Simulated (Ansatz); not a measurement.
**Molecular dynamics of CH6N2Si (part 1 of 2)**

The run: molecular dynamics of CH6N2Si. Method and program: RKS PBE/6-31G* (Ansatz 0.2.0).

The geometry comes from this level: PBE0-D4/def2-TZVP. Figures and captions count atoms from 1; the log counts them from 0 in places.

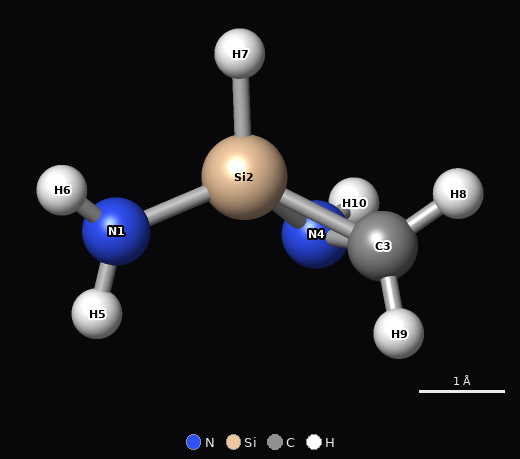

*The starting structure (ball-and-stick view, seen at a tilt; atoms are numbered from 1 in the order of the input).*

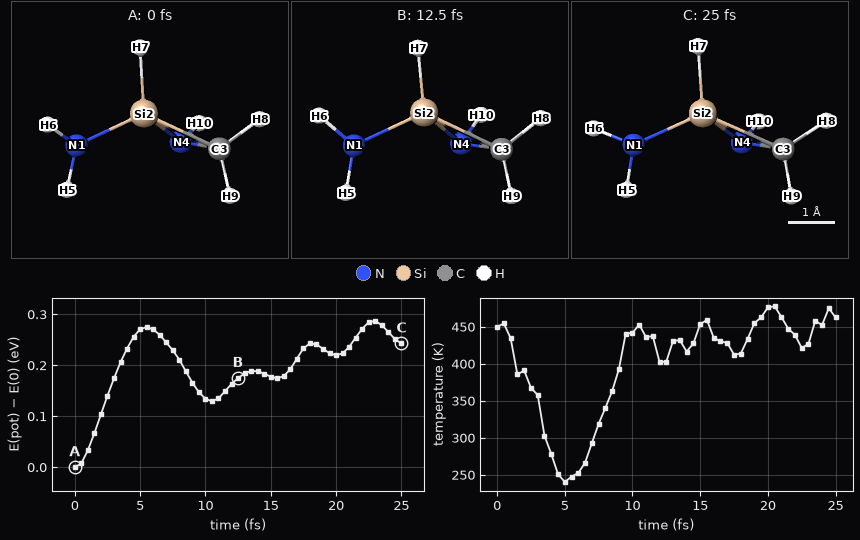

*Frames of the molecular dynamics (ball-and-stick, seen at a tilt) above the curves, on which the letters mark them.*

The trajectory kept here has 51 frames over 25 fs. The temperature starts at 450 K, ranges from 241 to 478 K and averages 442 K over the second half. The potential energy ends 0.243 eV above its first value. After an unweighted best fit of the last frame on the first, the root-mean-square displacement is 0.32 Å, and H6 has moved furthest (0.80 Å).

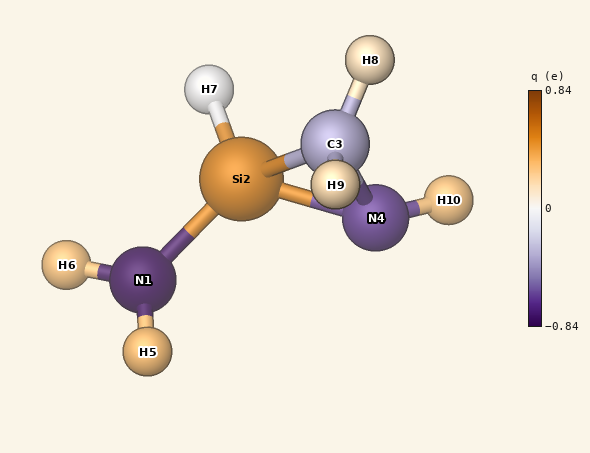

*Mulliken charges, as the colour of each atom (ball-and-stick view, seen at an oblique angle; atoms are numbered from 1 in the order of the input).*

By element: N −0.80 to −0.63, Si +0.53, C −0.34 and H −0.05 to +0.33 e.

The input and output of the run follow.

Input
```yaml
crystal:
  periodic: [false, false, false]
  atoms:
    - {symbol: N, position_ang: [-1.675363, 0.788321, -0.016028]}
    - {symbol: Si, position_ang: [-0.023523, 0.504583, 0.232998]}
    - {symbol: C, position_ang: [0.885619, -1.081280, 0.268468]}
    - {symbol: N, position_ang: [0.854675, -0.258378, -0.996308]}
    - {symbol: H, position_ang: [-2.258871, 0.174324, -0.557739]}
    - {symbol: H, position_ang: [-2.196768, 1.425740, 0.559980]}
    - {symbol: H, position_ang: [0.508677, 1.639873, 1.020283]}
    - {symbol: H, position_ang: [1.837464, -1.120785, 0.801175]}
    - {symbol: H, position_ang: [0.433686, -2.066255, 0.163600]}
    - {symbol: H, position_ang: [1.717703, -0.057242, -1.473531]}
basis:
  gaussian: {orbitals: "6-31G*"}
hamiltonian: {xc: {name: PBE}}
md: {timestep: 0.5 fs, n_steps: 50, ensemble: nvt_langevin, temperature: 500, initial_velocities: maxwell_boltzmann, friction: 0.01, seed: 115}
```

Launched with:
```bash
ansatz run in.yaml --threads 2 --pin off --events-out ev --progress --plain --max-ram 4352MiB
```

The program's output
```
Functional definition: PBE
  name "PBE"
  cite "Perdew, Burke & Ernzerhof, Phys. Rev. Lett. 77, 3865 (1996) doi:10.1103/PhysRevLett.77.3865"
  parent pbe
  parameter kappa = 0.804
  parameter beta = 0.06672455060314922
  exchange = pbe_x(kappa = kappa, mu = beta*pi^2/3)
  correlation = pbe_c(beta = beta)
997 factors; their error is unknown
mean field evaluation 1: about -11967.0948 eV, gradient 8.5e1 eV
mean field evaluation 2: about -11927.0432 eV, gradient 1.5e2 eV
mean field evaluation 4: about -11981.7260 eV, gradient 1.5e1 eV
mean field evaluation 8: about -11982.1525 eV, gradient 7.8e-2 eV
mean field evaluation 16: about -11982.0812 eV, gradient 2.3e-5 eV
mean field -11982.08116369 eV, -440.3333610193 hartree, gradient 2.3e-5 eV, S^2 0.000000; 0 other end points of the search recorded, 0 dependent functions left out
the calculation of the forces begins
reference -11982.08119334 eV, -440.3333621088 hartree; 20, 20 occupied and 56, 56 virtual orbitals, 997 factors
md step     0: t =     0.00 fs  T =   450.0 K  F+E_penalty+E_count = -11982.08116369 eV  E_kin = 0.581670 eV  (27 SCF iters)
these checks for a lower state are left out or cut short: starts, cluster_reference, orbital_swaps, neighbouring_geometries, increment
997 factors; their error is unknown
mean field -11982.07350646 eV, -440.3330796214 hartree, gradient 9.8e-6 eV, S^2 0.000000; 0 other end points of the search recorded, 0 dependent functions left out
the calculation of the forces begins
reference -11982.07353607 eV, -440.3330807096 hartree; 20, 20 occupied and 56, 56 virtual orbitals, 997 factors
md step     1: t =     0.50 fs  T =   454.5 K  F+E_penalty+E_count = -11982.07350646 eV  E_kin = 0.587550 eV  (30 SCF iters)
[... from here on the SCF iterations and repeated set-up lines of each step are left out, up to the last step ...]
md step     2: t =     1.00 fs  T =   434.6 K  F+E_penalty+E_count = -11982.04779061 eV  E_kin = 0.561727 eV  (31 SCF iters)
md step     3: t =     1.50 fs  T =   385.6 K  F+E_penalty+E_count = -11982.01437263 eV  E_kin = 0.498461 eV  (30 SCF iters)
md step     4: t =     2.00 fs  T =   391.0 K  F+E_penalty+E_count = -11981.97738693 eV  E_kin = 0.505466 eV  (31 SCF iters)
md step     5: t =     2.50 fs  T =   367.6 K  F+E_penalty+E_count = -11981.94082290 eV  E_kin = 0.475173 eV  (31 SCF iters)
md step     6: t =     3.00 fs  T =   358.0 K  F+E_penalty+E_count = -11981.90683038 eV  E_kin = 0.462722 eV  (32 SCF iters)
md step     7: t =     3.50 fs  T =   302.9 K  F+E_penalty+E_count = -11981.87501036 eV  E_kin = 0.391558 eV  (31 SCF iters)
md step     8: t =     4.00 fs  T =   278.4 K  F+E_penalty+E_count = -11981.84819306 eV  E_kin = 0.359857 eV  (30 SCF iters)
md step     9: t =     4.50 fs  T =   251.0 K  F+E_penalty+E_count = -11981.82525325 eV  E_kin = 0.324446 eV  (30 SCF iters)
md step    10: t =     5.00 fs  T =   240.5 K  F+E_penalty+E_count = -11981.81021164 eV  E_kin = 0.310914 eV  (31 SCF iters)
md step    11: t =     5.50 fs  T =   247.7 K  F+E_penalty+E_count = -11981.80620859 eV  E_kin = 0.320152 eV  (31 SCF iters)
md step    12: t =     6.00 fs  T =   252.7 K  F+E_penalty+E_count = -11981.81038575 eV  E_kin = 0.326610 eV  (32 SCF iters)
md step    13: t =     6.50 fs  T =   266.6 K  F+E_penalty+E_count = -11981.82133850 eV  E_kin = 0.344580 eV  (32 SCF iters)
md step    14: t =     7.00 fs  T =   292.9 K  F+E_penalty+E_count = -11981.83621183 eV  E_kin = 0.378650 eV  (32 SCF iters)
md step    15: t =     7.50 fs  T =   319.0 K  F+E_penalty+E_count = -11981.85158447 eV  E_kin = 0.412356 eV  (32 SCF iters)
md step    16: t =     8.00 fs  T =   340.7 K  F+E_penalty+E_count = -11981.86983197 eV  E_kin = 0.440349 eV  (32 SCF iters)
md step    17: t =     8.50 fs  T =   363.3 K  F+E_penalty+E_count = -11981.89283510 eV  E_kin = 0.469609 eV  (29 SCF iters)
md step    18: t =     9.00 fs  T =   393.1 K  F+E_penalty+E_count = -11981.91499679 eV  E_kin = 0.508066 eV  (32 SCF iters)
md step    19: t =     9.50 fs  T =   440.9 K  F+E_penalty+E_count = -11981.93387404 eV  E_kin = 0.569909 eV  (31 SCF iters)
md step    20: t =    10.00 fs  T =   441.9 K  F+E_penalty+E_count = -11981.94660711 eV  E_kin = 0.571159 eV  (32 SCF iters)
md step    21: t =    10.50 fs  T =   453.1 K  F+E_penalty+E_count = -11981.95171914 eV  E_kin = 0.585638 eV  (32 SCF iters)
md step    22: t =    11.00 fs  T =   435.9 K  F+E_penalty+E_count = -11981.94598581 eV  E_kin = 0.563433 eV  (32 SCF iters)
md step    23: t =    11.50 fs  T =   437.6 K  F+E_penalty+E_count = -11981.93199201 eV  E_kin = 0.565611 eV  (32 SCF iters)
md step    24: t =    12.00 fs  T =   402.3 K  F+E_penalty+E_count = -11981.91756265 eV  E_kin = 0.519981 eV  (33 SCF iters)
md step    25: t =    12.50 fs  T =   403.2 K  F+E_penalty+E_count = -11981.90603945 eV  E_kin = 0.521137 eV  (33 SCF iters)
md step    26: t =    13.00 fs  T =   431.2 K  F+E_penalty+E_count = -11981.89702958 eV  E_kin = 0.557390 eV  (32 SCF iters)
md step    27: t =    13.50 fs  T =   431.8 K  F+E_penalty+E_count = -11981.89233832 eV  E_kin = 0.558171 eV  (32 SCF iters)
md step    28: t =    14.00 fs  T =   416.6 K  F+E_penalty+E_count = -11981.89276087 eV  E_kin = 0.538468 eV  (31 SCF iters)
md step    29: t =    14.50 fs  T =   427.7 K  F+E_penalty+E_count = -11981.89725642 eV  E_kin = 0.552818 eV  (31 SCF iters)
md step    30: t =    15.00 fs  T =   453.7 K  F+E_penalty+E_count = -11981.90348090 eV  E_kin = 0.586463 eV  (31 SCF iters)
md step    31: t =    15.50 fs  T =   459.3 K  F+E_penalty+E_count = -11981.90654718 eV  E_kin = 0.593717 eV  (31 SCF iters)
md step    32: t =    16.00 fs  T =   435.2 K  F+E_penalty+E_count = -11981.90223217 eV  E_kin = 0.562533 eV  (33 SCF iters)
md step    33: t =    16.50 fs  T =   430.4 K  F+E_penalty+E_count = -11981.88856328 eV  E_kin = 0.556318 eV  (33 SCF iters)
md step    34: t =    17.00 fs  T =   428.4 K  F+E_penalty+E_count = -11981.86825655 eV  E_kin = 0.553733 eV  (32 SCF iters)
md step    35: t =    17.50 fs  T =   412.3 K  F+E_penalty+E_count = -11981.84768452 eV  E_kin = 0.533003 eV  (33 SCF iters)
md step    36: t =    18.00 fs  T =   413.9 K  F+E_penalty+E_count = -11981.83810600 eV  E_kin = 0.535053 eV  (29 SCF iters)
md step    37: t =    18.50 fs  T =   433.6 K  F+E_penalty+E_count = -11981.84019046 eV  E_kin = 0.560407 eV  (31 SCF iters)
md step    38: t =    19.00 fs  T =   454.9 K  F+E_penalty+E_count = -11981.84864877 eV  E_kin = 0.587967 eV  (32 SCF iters)
md step    39: t =    19.50 fs  T =   462.7 K  F+E_penalty+E_count = -11981.85741470 eV  E_kin = 0.598118 eV  (32 SCF iters)
md step    40: t =    20.00 fs  T =   476.2 K  F+E_penalty+E_count = -11981.86134695 eV  E_kin = 0.615487 eV  (31 SCF iters)
md step    41: t =    20.50 fs  T =   477.7 K  F+E_penalty+E_count = -11981.85775816 eV  E_kin = 0.617527 eV  (33 SCF iters)
md step    42: t =    21.00 fs  T =   463.3 K  F+E_penalty+E_count = -11981.84496868 eV  E_kin = 0.598852 eV  (33 SCF iters)
md step    43: t =    21.50 fs  T =   447.5 K  F+E_penalty+E_count = -11981.82680514 eV  E_kin = 0.578436 eV  (33 SCF iters)
md step    44: t =    22.00 fs  T =   439.2 K  F+E_penalty+E_count = -11981.80940512 eV  E_kin = 0.567659 eV  (33 SCF iters)
md step    45: t =    22.50 fs  T =   421.4 K  F+E_penalty+E_count = -11981.79655146 eV  E_kin = 0.544672 eV  (33 SCF iters)
md step    46: t =    23.00 fs  T =   427.1 K  F+E_penalty+E_count = -11981.79398243 eV  E_kin = 0.552045 eV  (32 SCF iters)
md step    47: t =    23.50 fs  T =   458.3 K  F+E_penalty+E_count = -11981.80234192 eV  E_kin = 0.592339 eV  (32 SCF iters)
md step    48: t =    24.00 fs  T =   452.3 K  F+E_penalty+E_count = -11981.81564217 eV  E_kin = 0.584703 eV  (33 SCF iters)
md step    49: t =    24.50 fs  T =   475.1 K  F+E_penalty+E_count = -11981.82942746 eV  E_kin = 0.614165 eV  (32 SCF iters)
these checks for a lower state are left out or cut short: starts, cluster_reference, orbital_swaps, neighbouring_geometries, increment
997 factors; their error is unknown
mean field -11981.83827417 eV, -440.3244349941 hartree, gradient 1.3e-5 eV, S^2 0.000000; 0 other end points of the search recorded, 0 dependent functions left out
the calculation of the forces begins
reference -11981.83830342 eV, -440.3244360688 hartree; 20, 20 occupied and 56, 56 virtual orbitals, 997 factors
997 factors; their error is unknown
mean field evaluation 416: about -11981.8383 eV, gradient 1.3e-5 eV
mean field -11981.83827417 eV, -440.3244349941 hartree, gradient 1.3e-5 eV, S^2 0.000000; 1 other end points of the search recorded, 0 dependent functions left out
the calculation of the forces begins
reference -11981.83830342 eV, -440.3244360688 hartree; 20, 20 occupied and 56, 56 virtual orbitals, 997 factors
```
